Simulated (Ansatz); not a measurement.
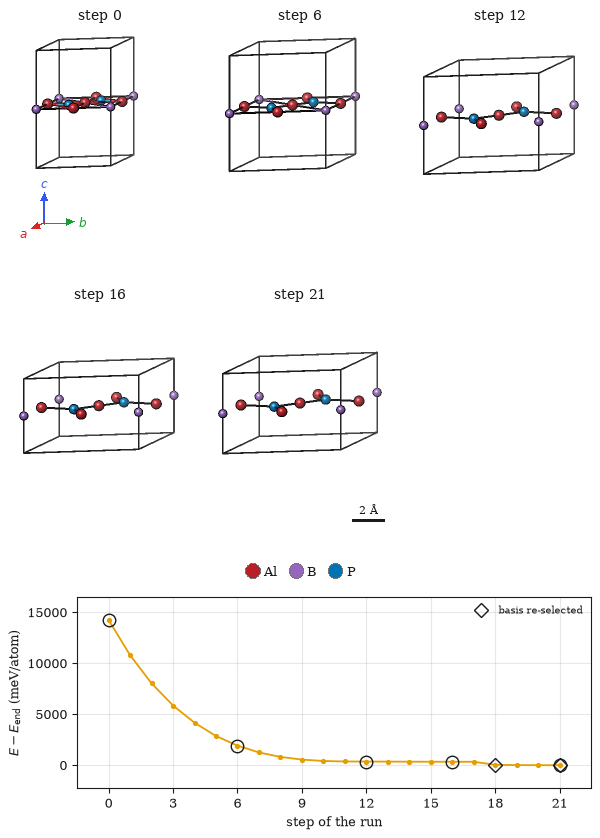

Frames of a relaxation of crystalline Al$_{3}$BP$_{2}$ (a generated structure, set up in P6/mmm) (coarse preliminary run), marked on the history of the run. The picture is a ball-and-stick view of the cell of the calculation, seen slightly off an axis.

Method: Ansatz, DFT PBE, scalar-relativistic, plane waves, PAW.

Input
```yaml
crystal:
  lattice:
    - [4.86443288, 0.0, 0.0]
    - [-2.43221644, 4.21272245, 0.0]
    - [0.0, 0.0, 7.60148533]
  atoms:
    - { symbol: Al, position: [0.5, 0.0, 0.5] }
    - { symbol: Al, position: [0.0, 0.5, 0.5] }
    - { symbol: Al, position: [0.5, 0.5, 0.5] }
    - { symbol: B, position: [0.0, 0.0, 0.5] }
    - { symbol: P, position: [0.33333333, 0.66666667, 0.5] }
    - { symbol: P, position: [0.66666667, 0.33333333, 0.5] }
basis:
  ecutwfc: 420
kpoints:
  mp_grid: { grid: [6, 6, 2] }
hamiltonian:
  xc: pbe
scf:
  occupations: { method: gaussian, width: 0.1 }
  lower_state_search: "off"
output:
  forces: true
  stress: true
  eigenvalues: true
relax:
  adjacent_minimum: "off"
  f_tol: 0.04
  max_steps: 70
  cell: { stress_tol: 0.4 }
```

Launched with:
```bash
ansatz run input.yaml --threads 1 --pin off --max-ram 2560MiB --backend cpu --events-out ev --progress --plain --runs-dir out
```

Describe the path.

After 19 accepted moves (21 points after the start) the energy has fallen by 14256 meV per atom. All forces vanish by symmetry, so only the cell relaxes. Pressure: 162.25 GPa at the start and 0.35 GPa at the end. At 2 points the geometry stayed and the basis and grid were re-selected for the new cell (energy shift of 299 meV per atom at most each time). No atom moves by more than 0.005 Å relative to the cell. Cell: a = b 4.864 → 7.713 Å (+58.6 %), c 7.601 → 5.161 Å (−32.1 %). Volume +70.7 %. Near-neighbour distances that change, for instance: P5–P6 2.808 → 4.453 Å, Al1–Al2 2.432 → 3.857 Å, Al1–B4 2.432 → 3.857 Å, Al1–P5 1.404 → 2.227 Å. Bonds break: Al1–Al2 (2.43 → 3.86 Å), Al1–Al3 (2.43 → 3.86 Å), Al1–B4 (2.43 → 3.86 Å), Al2–Al3 (2.43 → 3.86 Å). The space group stays P6/mmm (No. 191). From step 0 to 6: volume +64.6 %, energy −12327 meV per atom. From step 6 to 12: volume +19.9 %, energy −1569 meV per atom. From step 12 to 16: volume −23.9 %, energy −18.6 meV per atom. From step 16 to 21: volume +13.7 %, energy −341 meV per atom.

```json
{"step": "0", "E − E(0), meV/atom": "0.00", "pressure, GPa": "162.25", "volume, Å³/atom": "25.962", "note": ""}
{"step": "1", "E − E(0), meV/atom": "-3453.21", "pressure, GPa": "124.41", "volume, Å³/atom": "28.555", "note": ""}
{"step": "2", "E − E(0), meV/atom": "-6220.80", "pressure, GPa": "94.38", "volume, Å³/atom": "31.271", "note": ""}
{"step": "3", "E − E(0), meV/atom": "-8393.94", "pressure, GPa": "70.43", "volume, Å³/atom": "34.108", "note": ""}
{"step": "4", "E − E(0), meV/atom": "-10081.77", "pressure, GPa": "51.99", "volume, Å³/atom": "37.063", "note": ""}
{"step": "5", "E − E(0), meV/atom": "-11390.15", "pressure, GPa": "37.42", "volume, Å³/atom": "39.586", "note": ""}
{"step": "6", "E − E(0), meV/atom": "-12327.36", "pressure, GPa": "25.89", "volume, Å³/atom": "42.721", "note": ""}
{"step": "7", "E − E(0), meV/atom": "-13002.18", "pressure, GPa": "17.59", "volume, Å³/atom": "44.377", "note": ""}
{"step": "8", "E − E(0), meV/atom": "-13440.27", "pressure, GPa": "10.73", "volume, Å³/atom": "47.477", "note": ""}
{"step": "9", "E − E(0), meV/atom": "-13701.41", "pressure, GPa": "5.81", "volume, Å³/atom": "50.594", "note": ""}
{"step": "10", "E − E(0), meV/atom": "-13838.22", "pressure, GPa": "2.45", "volume, Å³/atom": "53.279", "note": ""}
{"step": "11", "E − E(0), meV/atom": "-13886.57", "pressure, GPa": "0.41", "volume, Å³/atom": "53.277", "note": ""}
{"step": "12", "E − E(0), meV/atom": "-13895.93", "pressure, GPa": "-0.19", "volume, Å³/atom": "51.218", "note": ""}
{"step": "13", "E − E(0), meV/atom": "-13901.93", "pressure, GPa": "-0.40", "volume, Å³/atom": "48.480", "note": ""}
{"step": "14", "E − E(0), meV/atom": "-13907.38", "pressure, GPa": "-0.36", "volume, Å³/atom": "45.403", "note": ""}
{"step": "15", "E − E(0), meV/atom": "-13911.62", "pressure, GPa": "-0.19", "volume, Å³/atom": "42.169", "note": ""}
{"step": "16", "E − E(0), meV/atom": "-13914.58", "pressure, GPa": "-0.06", "volume, Å³/atom": "38.985", "note": ""}
{"step": "17", "E − E(0), meV/atom": "-13917.27", "pressure, GPa": "-0.04", "volume, Å³/atom": "35.889", "note": ""}
{"step": "18", "E − E(0), meV/atom": "-14215.86", "pressure, GPa": "2.48", "volume, Å³/atom": "35.889", "note": "same geometry, new basis"}
{"step": "19", "E − E(0), meV/atom": "-14241.42", "pressure, GPa": "1.18", "volume, Å³/atom": "40.127", "note": ""}
{"step": "20", "E − E(0), meV/atom": "-14251.22", "pressure, GPa": "0.26", "volume, Å³/atom": "44.321", "note": ""}
{"step": "21", "E − E(0), meV/atom": "-14255.72", "pressure, GPa": "0.35", "volume, Å³/atom": "44.321", "note": "same geometry, new basis"}
```

Limits of the set-up: the k-point mesh is coarse for a cell with partly filled bands.
